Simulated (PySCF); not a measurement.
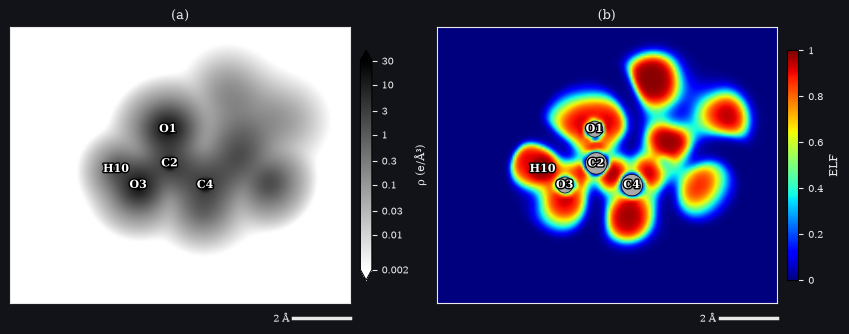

The picture shows: C$_{3}$H$_{7}$FO$_{3}$Si$_{2}$. (a) electron density; (b) electron localisation function on the plane of atoms O1, C2 and O3. Grey discs cover the atomic cores in the ELF map.

Geometry: GFN2-xTB.

All numbers below come from PySCF 2.14.0, PBE0/pcSseg-1, SCF density, gas phase, non-relativistic.

Input file:

```
{"job": {"kind": "nmr", "xc": "PBE0", "basis": "pcSseg-1"}, "charge": 0, "multiplicity": 1}
O      1.379755     1.448280     0.277261
C      1.500050     0.245693     0.334041
O      2.692818    -0.354930     0.199118
C      0.373827    -0.690790     0.481686
Si    -0.209083    -1.034540    -1.335179
O     -1.110902     0.308358    -1.498812
Si    -1.546489     1.213636    -0.186202
C     -0.783849     0.048300     1.145363
F     -1.753048    -0.882431     1.510350
H      3.383118     0.311155     0.052717
H      0.674309    -1.585356     1.023892
H     -1.040323    -2.228512    -1.360475
H      0.863499    -0.956950    -2.313125
H     -2.998308     1.113776    -0.116438
H     -0.965007     2.532931    -0.305895
H     -0.467969     0.520323     2.080289
```

Run with:

```sh
OMP_NUM_THREADS=1 python probes_run.py task.json out
```

What do the fields say about this system?

Answer. The section cuts through O, C and H sites.
C–O (1.21 Å): ρ is about 3.3 e/Å³ halfway; the ELF peaks at about 0.85 between the atoms: a multiple bond.
C–C (1.47 Å): ρ at the midpoint is about 1.8 e/Å³; the ELF peaks at about 0.95 between the atoms: a covalent bond.
O–H (0.97 Å): the density is about 3.7 e/Å³ at the midpoint; the ELF climbs to about 1 towards the hydrogen, as it does in any bond to H (an ordinary covalent bond to hydrogen).
C–O (1.34 Å): ρ is about 2.4 e/Å³ halfway; the ELF peaks at about 0.90 between the atoms: a polar covalent bond.
The ELF also peaks beside O3, F9 and O1, away from the bonds: lone-pair regions.
